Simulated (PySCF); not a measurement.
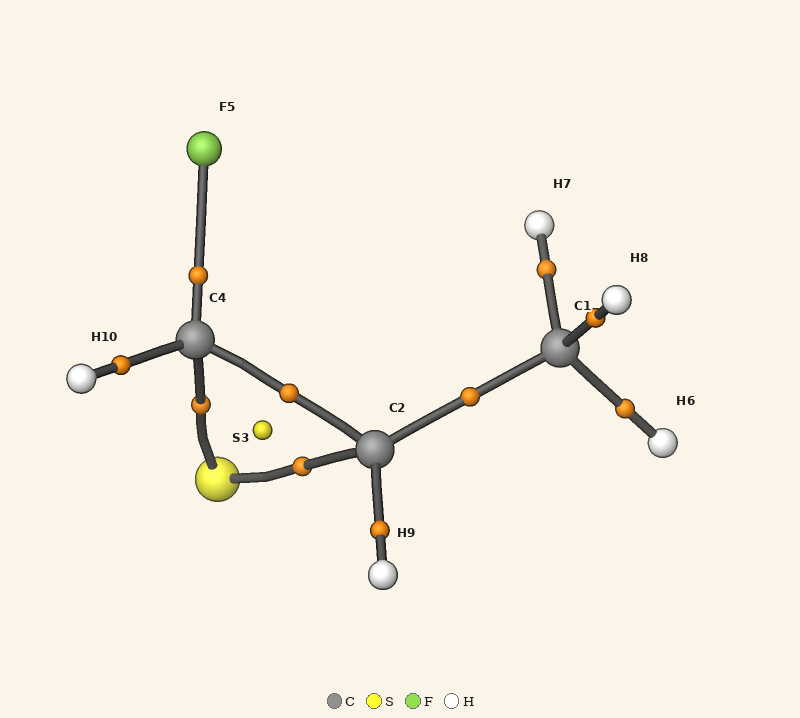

Figure. C₃H₅FS, SMILES `C[CH]1S[CH]1F`. Molecular graph of the electron density (QTAIM): bond paths, bond critical points (orange), ring points (yellow, if any); weak paths are dashed.

PySCF calculation, BP86/cc-pVTZ, gas phase; geometry: GFN2-xTB. No frequency check shows the geometry to be a minimum. GFN2-xTB bond lengths at metals and heavier atoms can be off by up to 0.1 Å and shapes distorted, which carries into these values.

Input script:

```python
import numpy as np
from pyscf import gto, scf, dft
from pyscf.scf import atom_ks, atom_hf
from scipy.linalg import block_diag

def solve(mol, dm0=None, hcore=None):
    mf = (dft.UKS if mol.spin else dft.RKS)(mol, xc='bp86')
    mf.grids.level = 3
    mf = mf.density_fit(auxbasis='def2-universal-jkfit')
    mf.conv_tol, mf.max_cycle = 1e-8, 80
    if hcore is not None:
        mf.get_hcore = lambda *args: hcore
    mf.kernel(dm0)
    if not mf.converged:
        mf = mf.newton().run(mf.mo_coeff, mf.mo_occ, max_cycle=30)
    assert mf.converged, 'SCF not converged'
    return mf

mol = gto.M(atom='''
C     -1.80705    -0.36549     0.24042
C     -0.55704    -0.42187    -0.59196
S      0.99859    -0.86225     0.24219
C      0.44008     0.67201    -0.50407
F      0.17857     1.71223     0.31842
H     -2.18655    -1.36857     0.42012
H     -1.60500     0.11217     1.19632
H     -2.56935     0.20898    -0.28457
H     -0.66784    -0.89264    -1.56399
H      0.98826     1.01810    -1.37518
''', basis='cc-pvtz', charge=0, spin=0, verbose=4)
mf = solve(mol)
mf.analyze()
# spherically averaged free atoms, for the promolecule
atm = atom_ks.get_atm_nrks(mol, xc='bp86')
pro = block_diag(*[(atm[a[0]][2] * atm[a[0]][3]) @ atm[a[0]][2].T for a in mol._atom])
np.savez('result.npz', e=mf.e_tot, c=mf.mo_coeff, occ=mf.mo_occ, eps=mf.mo_energy, pro=pro, dip=mf.dip_moment(verbose=0), s2=mf.spin_square()[0])
```

Command:

```sh
OMP_NUM_THREADS=1 python input.py
```

The run took 78 s on 1 thread of Intel(R) Xeon(R) Processor @ 2.50GHz (Skylake/Cascade Lake), on a shared host, peak memory 0.73 GiB.

Partitions, critical points and surface values were worked out afterwards from this run's density.

> How many critical points of each kind are there, and does the count close?

10 nuclei, 10 bond, 1 ring and 0 cage critical points: 10 − 10 + 1 − 0 = 1, as the Poincaré–Hopf relation requires.

> Tabulate density, Laplacian, ellipticity and energy density at the bond critical points (atomic units).

| bond | length (Å) | ρ (a.u.) | ∇²ρ (a.u.) | ε | H (a.u.) |
| --- | --- | --- | --- | --- | --- |
| C4–H10 | 1.086 | 0.296 | −1.18 | 0.05 | −0.331 |
| C2–H9 | 1.086 | 0.290 | −1.12 | 0.01 | −0.322 |
| C1–H7 | 1.088 | 0.285 | −1.09 | 0.01 | −0.316 |
| C1–H6 | 1.087 | 0.284 | −1.07 | 0.01 | −0.315 |
| C1–H8 | 1.089 | 0.281 | −1.06 | 0.01 | −0.311 |
| C2–C4 | 1.483 | 0.267 | −0.67 | 0.22 | −0.252 |
| C4–F5 | 1.352 | 0.266 | −0.11 | 0.06 | −0.387 |
| C1–C2 | 1.503 | 0.254 | −0.64 | 0.02 | −0.227 |
| S3–C4 | 1.795 | 0.174 | −0.15 | 0.36 | −0.115 |
| C2–S3 | 1.819 | 0.164 | −0.10 | 0.52 | −0.101 |

> What kind of interaction is C2–H9?

Shared-shell (covalent): ρ = 0.290, ∇²ρ = −1.12, H = −0.322 a.u.
